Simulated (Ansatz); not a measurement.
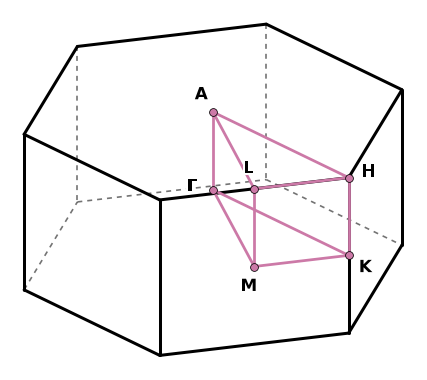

Crystal: Zn, the input geometry of an electronic-structure calculation (not necessarily at equilibrium). The figure shows the first Brillouin zone with its special points and a band path. Geometry calculated from the standardised cell; symmetry tolerance 0.002 Å.

Labels and path follow the convention of Hinuma et al. (2017), as computed by seekpath.

### Name the Bravais lattice of the crystal.

A primitive hexagonal lattice (hP; extended symbol hP2). The zone is a hexagonal prism in its combinatorial type: 8 faces (6 with 4 edges, 2 with 6 edges), 18 edges, 12 vertices.

### Write the standard path through the labelled points.

Γ–M–K–Γ–A–L–H–A | L–M | H–K
